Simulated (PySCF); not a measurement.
```xyz
10

C    -1.5971   -0.1767   -0.0536
C    -0.2728    0.4028    0.3267
O    -0.0647    1.4620    0.8229
O     0.7327   -0.5206    0.0654
C     2.0225   -0.1445   -0.1652
O     2.3875    0.9255   -0.5221
H    -1.7479   -1.1339    0.4665
H    -2.3948    0.5281    0.2057
H    -1.6116   -0.3879   -1.1332
H     2.6710   -1.0316   -0.0088
```

Geometry: PBE0-D3(BJ)/def2-SVP.

Theory: PySCF, PBE0/def2-SVPD, SCF density, gas phase.

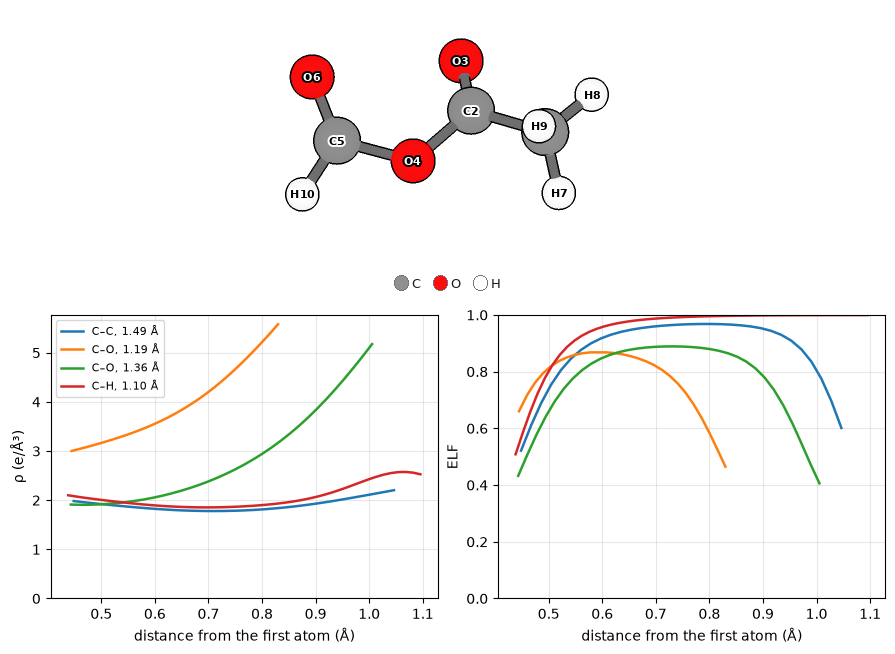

C₃H₄O₃ (SMILES CC(=O)OC=O). Electron density and electron localisation function along straight lines between neighbouring atoms. The curves leave out the atomic cores. The structure is drawn too.

Q: What kind of bonding do the profiles show?

A: C–C (1.49 Å): ρ is about 1.8 e/Å³ halfway; the ELF peaks at about 0.95 between the atoms: localised, covalent bonding.
C–O (1.19 Å): ρ is about 3.5 e/Å³ halfway; the ELF peaks at about 0.85 between the atoms: a multiple bond.
C–O (1.36 Å): the density is about 2.3 e/Å³ at the midpoint, with its minimum of 1.9 e/Å³ about 0.5 Å from C; the ELF peaks at about 0.90 between the atoms (a shared but strongly polarised pair).
C–H (1.10 Å): the density is about 1.9 e/Å³ at the midpoint; the ELF climbs to about 1 towards the hydrogen, as it does in any bond to H (a covalent bond by its length).
